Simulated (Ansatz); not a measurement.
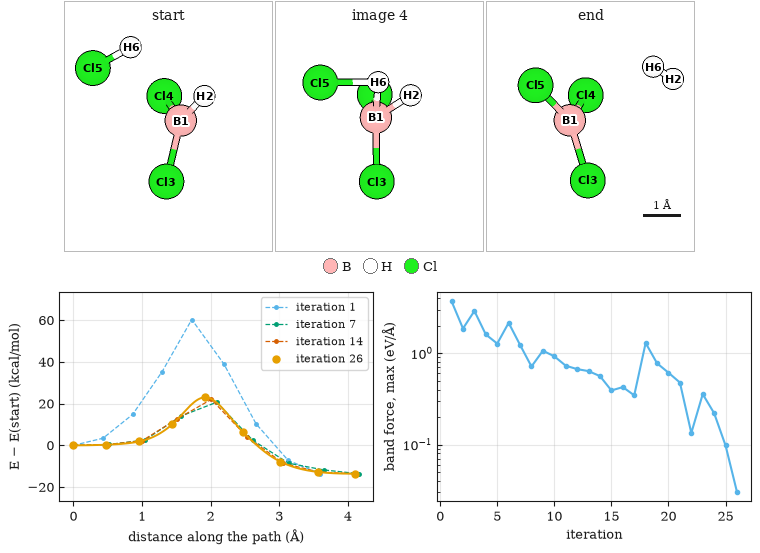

A search for the minimum-energy path of BH2Cl3, made up at the start of BHCl2 and HCl by the nudged elastic band. Images are numbered from 0 (start) to 8 (end). The plot follows the band through its iterations. A ball-and-stick model, seen from a free direction.

Method: Ansatz, RKS B3LYP-D4/def2-SVP. Settings: 7 movable images; climbing image; force threshold 0.05 eV/Å; iteration limit 60; starting path through a guess of the saddle point.

Judge this run.

Answer. The result is final at these settings. The band converged in 26 iterations. The largest component of the band force went from 3.7 to 0.03 eV/Å. The climbing image converged on the top of the path. Its vibrational analysis gives one imaginary mode (895i cm⁻¹), as a transition state must have. The first iteration put the highest image at 60.4 kcal/mol. Forward barrier 23.0 kcal/mol, backward barrier 36.6 kcal/mol, with image 4 at the top; the reaction energy is −13.6 kcal/mol.

Limits of the set-up: the start holds two separate molecules, 2.8 Å apart at their closest, whose relative position is a soft coordinate.

The run took 6.8 min on 1 thread of Arm Neoverse V2, on a shared host, peak memory 0.15 GiB.
